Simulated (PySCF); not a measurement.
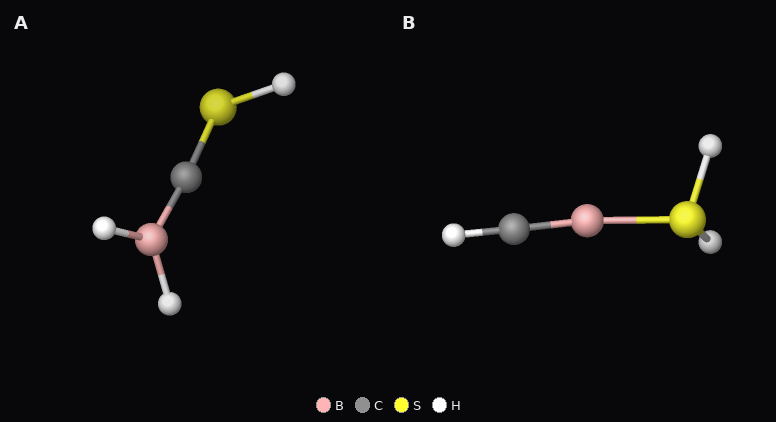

2 stationary structures of one formula. Geometries: PBE-D4/def2-SVP. Electronic energies: PBE-D4/def2-SVP (PySCF 2.14.0), without zero-point energy. No frequency run is at hand to confirm each as a minimum.

Which is lowest in energy, and by how much?

A is lowest (Cs); B lies 1.612 eV above it (Cs).
